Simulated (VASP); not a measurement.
Band structure of Sc (hcp). These are SCAN meta-GGA, VASP's PBE PAW potentials (set 64) (plane waves; VASP) values and carry that method's errors.

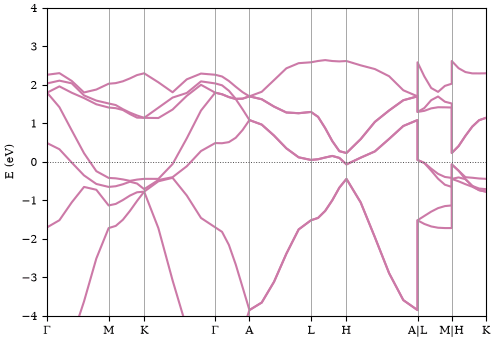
Figure: Bands along high-symmetry lines, zero at the valence-band maximum or, without a gap, the Fermi level

Read the plot: is there a gap, and where are the band edges?

It has no gap at this level: it comes out as a metal or semimetal.

The compound is Sc in the hcp structure. It was relaxed first.
